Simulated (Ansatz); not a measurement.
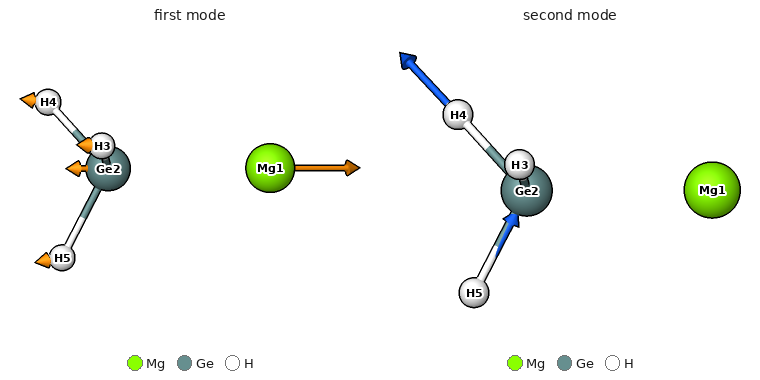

The system is GeH3Mg, spin multiplicity 2; the picture shows the reference structure; its two panels give the patterns of the first and the second mode as arrows. Coordinates scanned: (1) normal mode 1 (259 cm⁻¹); (2) normal mode 9 (2090 cm⁻¹). Nothing is relaxed (straight displacements along the two mass-weighted modes). The grid has 13 × 13 points. Energies are in eV, from the lowest grid point. Computed with Ansatz, UKS PBE0-D4/def2-TZVP.

Its coordinates:

| atom | x (Å) | y (Å) | z (Å) |
| --- | --- | --- | --- |
| Mg | -0.9537 | -1.0286 | 2.0593 |
| Ge | 0.0623 | 0.0671 | -0.1343 |
| H | -1.0165 | 0.5265 | -1.1468 |
| H | 0.9208 | 1.3253 | 0.1489 |
| H | 0.9871 | -0.8903 | -0.9270 |

Range: normal mode 1 (259 cm⁻¹) from −2.21 to 2.21 amu½·Å; normal mode 9 (2090 cm⁻¹) from −0.273 to 0.273 amu½·Å.

> What will the energy surface look like?

The lowest grid point is at normal mode 1 (259 cm⁻¹) = 0.00 amu½·Å, normal mode 9 (2090 cm⁻¹) = 0.000 amu½·Å. No other kind of well shows on this grid. The highest grid point, normal mode 1 (259 cm⁻¹) = −2.21 amu½·Å, normal mode 9 (2090 cm⁻¹) = −0.273 amu½·Å, lies 1.75 eV above the lowest.

| normal mode 9 (2090 cm⁻¹) ↓, normal mode 1 (259 cm⁻¹) → | −2.21 | −1.84 | −1.47 | −1.10 | −0.74 | −0.37 | 0.00 | 0.37 | 0.74 | 1.10 | 1.47 | 1.84 | 2.21 |
| --- | --- | --- | --- | --- | --- | --- | --- | --- | --- | --- | --- | --- | --- |
| 0.273 | 1.74 | 1.32 | 1.02 | 0.83 | 0.71 | 0.64 | 0.63 | 0.64 | 0.68 | 0.74 | 0.80 | 0.88 | 0.95 |
| 0.228 | 1.54 | 1.12 | 0.83 | 0.63 | 0.51 | 0.45 | 0.43 | 0.44 | 0.48 | 0.54 | 0.61 | 0.68 | 0.75 |
| 0.182 | 1.39 | 0.97 | 0.67 | 0.47 | 0.35 | 0.29 | 0.27 | 0.29 | 0.33 | 0.38 | 0.45 | 0.52 | 0.59 |
| 0.137 | 1.27 | 0.85 | 0.55 | 0.35 | 0.23 | 0.17 | 0.15 | 0.17 | 0.21 | 0.26 | 0.33 | 0.40 | 0.47 |
| 0.091 | 1.19 | 0.76 | 0.47 | 0.27 | 0.15 | 0.09 | 0.07 | 0.08 | 0.12 | 0.18 | 0.24 | 0.31 | 0.39 |
| 0.045 | 1.14 | 0.71 | 0.42 | 0.22 | 0.10 | 0.04 | 0.02 | 0.03 | 0.07 | 0.13 | 0.19 | 0.26 | 0.34 |
| 0.000 | 1.12 | 0.70 | 0.40 | 0.20 | 0.08 | 0.02 | 0.00 | 0.02 | 0.05 | 0.11 | 0.18 | 0.25 | 0.32 |
| −0.045 | 1.14 | 0.71 | 0.42 | 0.22 | 0.10 | 0.04 | 0.02 | 0.03 | 0.07 | 0.13 | 0.19 | 0.26 | 0.34 |
| −0.091 | 1.19 | 0.77 | 0.47 | 0.27 | 0.15 | 0.09 | 0.07 | 0.08 | 0.12 | 0.18 | 0.24 | 0.31 | 0.39 |
| −0.137 | 1.27 | 0.85 | 0.55 | 0.36 | 0.23 | 0.17 | 0.15 | 0.17 | 0.21 | 0.26 | 0.33 | 0.40 | 0.47 |
| −0.182 | 1.39 | 0.97 | 0.67 | 0.48 | 0.36 | 0.29 | 0.27 | 0.29 | 0.33 | 0.39 | 0.45 | 0.52 | 0.59 |
| −0.228 | 1.55 | 1.13 | 0.83 | 0.64 | 0.52 | 0.45 | 0.44 | 0.45 | 0.49 | 0.55 | 0.61 | 0.68 | 0.76 |
| −0.273 | 1.75 | 1.33 | 1.04 | 0.84 | 0.72 | 0.66 | 0.64 | 0.65 | 0.69 | 0.75 | 0.82 | 0.89 | 0.96 |

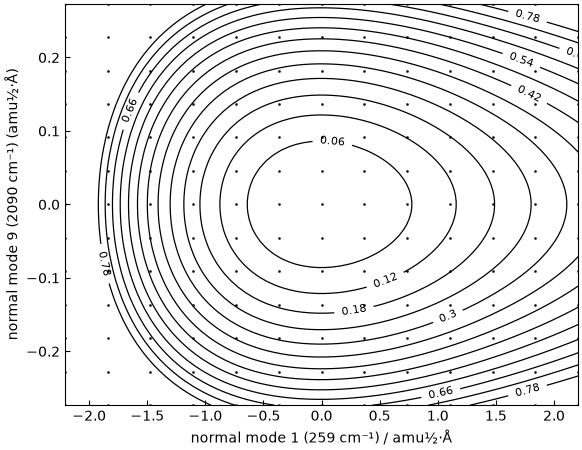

In the figure: contour lines labelled in eV (none above 0.78), dots at the grid points. Between grid points the surface is interpolated.

Time for the 169 points that were run: 10 min on 1 thread of Intel(R) Xeon(R) 6975P-C (Granite Rapids) (shared host).
